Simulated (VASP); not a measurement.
Band structure of InGa3N4 (space group P3m1). All values below come from r2SCAN meta-GGA, VASP's PBE PAW potentials (set 64) (plane waves; VASP).

Unless said otherwise, spin-orbit coupling is left out, though it shifts the bands of the heavy elements here.

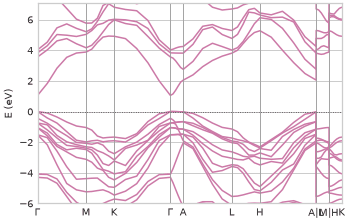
Figure. Bands along high-symmetry lines, zero at the valence-band maximum or, without a gap, the Fermi level

### Question
Read the plot: is there a gap, and where are the band edges?

### Answer
The gap is direct, 1.05 eV, from the valence maximum at Γ to the conduction minimum at Γ.

The structure comes from a computed database's InGa3N4 entry (P3m1); how it stands against other phases isn't given here. It was relaxed first.
